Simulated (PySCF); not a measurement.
**C5H4F3O2 (doublet): density, localisation and related maps**

```xyz
14

O    -0.2815    0.4961    2.2671
C    -0.5027    0.1421    1.1392
C     0.3454   -0.8426    0.3813
C     1.5790   -0.1523   -0.2633
C     0.9621   -0.6427   -1.5217
O    -0.1349   -1.2105   -0.9106
C    -1.6366    0.7963    0.3040
F    -1.1446    1.4114   -0.7859
F    -2.5328   -0.1009   -0.1163
F    -2.2914    1.7162    1.0094
H     0.5693   -1.7104    1.0090
H     1.6400    0.9339   -0.1468
H     2.5309   -0.5923    0.0278
H     0.8972   -0.2449   -2.5148
```

Geometry: GFN2-xTB.

Method: PySCF 2.14.0, density-fitted response routines, UKS B3LYP, pcH-1 on C F H O, non-relativistic, mean-field spin-orbit, GIAO.

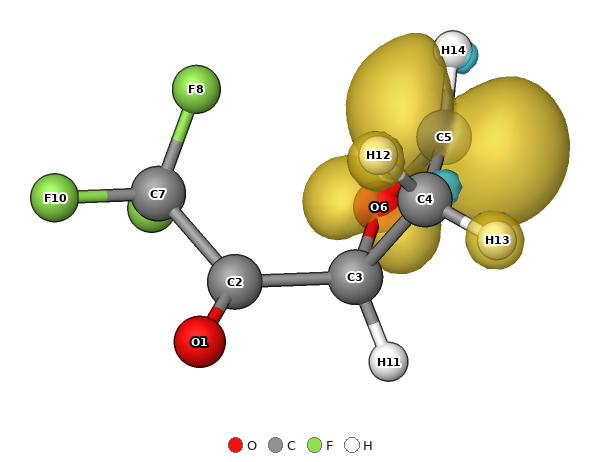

Figure 1. Isosurfaces of the spin density (α minus β) at +0.03 (yellow) and −0.03 e/Å³ (cyan), seen at a tilt.

**Where is the unpaired spin?**

The unpaired spin (1 electron) lies mostly on C5 (about 0.7) and O6 (about 0.2), in electrons by Hirshfeld's partition.

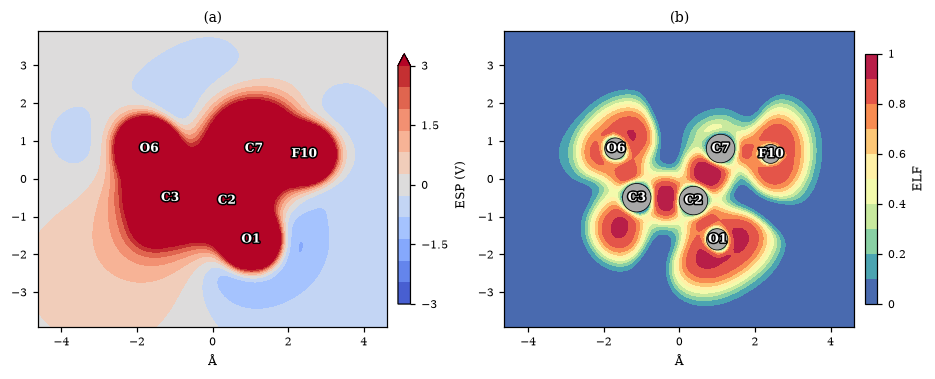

Figure 2. (a) molecular electrostatic potential; (b) electron localisation function on the plane of atoms C2, C7 and F10. Grey discs cover the atomic cores in the ELF map.

**Read the bonding off the picture.**

The section cuts through O, C and F sites. C–O (1.20 Å): the ELF peaks at about 0.85 between the atoms; a multiple bond. C–F (1.33 Å): the ELF peaks at about 0.85 between the atoms, as expected for a shared but strongly polarised pair. C–C (1.50 Å): the ELF peaks at about 0.95 between the atoms, as expected for a shared electron pair. C–C (1.55 Å): the ELF peaks at about 1 between the atoms (a shared electron pair). The ELF also peaks beside O1 and F10, away from the bonds: non-bonding electrons, paired or unpaired. Outside the dense part of the molecule the potential is most negative (−1.4 V) near O1.

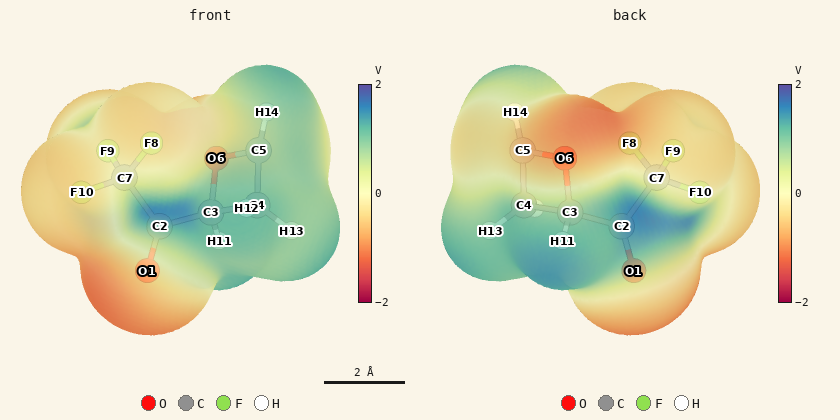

Figure 3. The electrostatic potential painted on the density surface at 0.002 e/bohr³, seen from the front and from behind; the colour scale runs from red (negative) to blue (positive).

**Which sites attract a positive test charge, and which a negative one?**

A positive charge is drawn to the negative regions and a negative charge to the positive ones. The most negative region (about −1.2 V, or −28 kcal/mol for a unit charge) lies over O1 and O6, the most positive (about +1.6 V, or +37 kcal/mol for a unit charge) over C2 and C7.

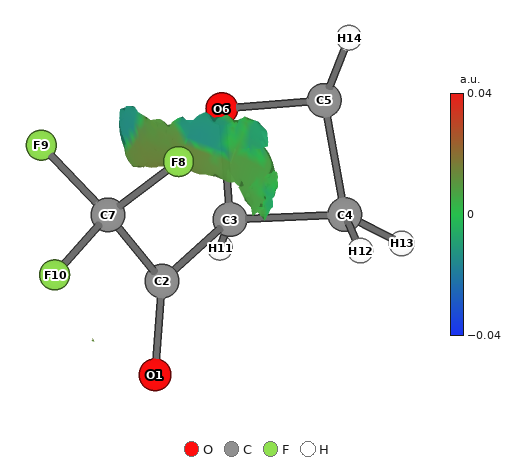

Figure 4. Non-covalent interaction (NCI) plot: the surface where the reduced density gradient is 0.4, for densities under 0.05 a.u., coloured by sign(λ₂)ρ; seen at a tilt.

**Which non-covalent interactions does the plot reveal?**

Between O6 and C3 on one side and F9 and C7 on the other: a weak contact, attractive (blue-green) on one side and crowded (olive to red) on the other; between C5 and O6 on one side and F8 on the other: a weak contact (green).
